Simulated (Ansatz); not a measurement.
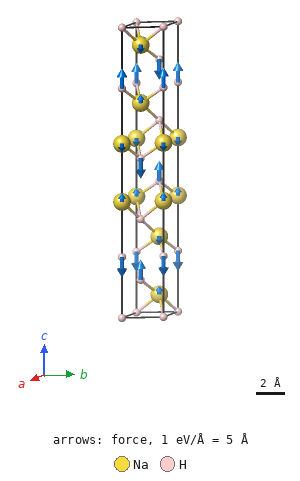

Starting geometry of solid Na2H3 (built on the tetradymite_166 type) (coarse preliminary run) with the computed forces as blue arrows. The picture is a ball-and-stick view of the conventional cell (3 times the calculation's cell), seen slightly off an axis. Lengths and directions refer to the drawn axes.

Case: tetradymite type (R-3m, No. 166).

Theory: DFT PBE, scalar-relativistic, plane waves, PAW (Ansatz 0.2.0).

The input:
```yaml
crystal:
  lattice:
    - [1.5559169918, 0.898309094, 7.2124645045]
    - [-1.5559169918, 0.898309094, 7.2124645045]
    - [0.0, -1.796618188, 7.2124645045]
  atoms:
    - { symbol: Na, position: [0.4, 0.4, 0.4] }
    - { symbol: Na, position: [0.6, 0.6, 0.6] }
    - { symbol: H, position: [0.0, 0.0, 0.0] }
    - { symbol: H, position: [0.2095, 0.2095, 0.2095] }
    - { symbol: H, position: [0.7905, 0.7905, 0.7905] }
basis:
  ecutwfc: 420
kpoints:
  mp_grid: { grid: [6, 6, 6] }
hamiltonian:
  xc: pbe
scf:
  occupations: { method: gaussian, width: 0.1 }
  lower_state_search: "off"
output:
  forces: true
  stress: true
  eigenvalues: true
relax:
  adjacent_minimum: "off"
  f_tol: 0.04
  max_steps: 70
  cell: { stress_tol: 0.4 }
```

Run as
```bash
ansatz run input.yaml --threads 1 --pin off --max-ram 2560MiB --backend cpu --events-out ev --progress --plain --runs-dir out
```

### What follows when this structure is relaxed?

It isn't relaxed: the largest force vector, on H atoms, is 0.31 eV/Å. The atoms end up moving mostly along the starting forces (cosine between the two patterns 1.00). The largest moves relative to the cell, 0.72 Å, are those of H4 and H5. H5 goes along +c. Largest moves by element: H 0.72 Å, Na 0.24 Å. The volume changes by −7.3 %, with a = b 3.112 → 3.321 Å (+6.7 %), c 21.637 → 17.617 Å (−18.6 %). Near-neighbour distances that change, for instance: Na1–Na2 4.327 → 3.037 Å, Na1–H4 3.575 → 2.467 Å, Na1–H5 2.181 → 2.425 Å, Na1–Na1 3.112 → 3.321 Å. Among the angles between lasting bonds that change: Na2–H4–Na2 91.0° → 86.4°, H4–Na2–H4 91.0° → 86.4°, H3–Na2–H3 85.0° → 88.3°. The space group stays R-3m (No. 166). Over 7 accepted moves (8 points after the start) the energy falls by 279 meV per atom. Largest force component: 0.31 eV/Å at the start, 0.013 eV/Å at the end. The pressure goes from 4.00 to 0.06 GPa. The SCF was repeated once at an unchanged geometry on a basis and grid sized afresh for the cell, which shifted the energy by 0.3 meV per atom at most.
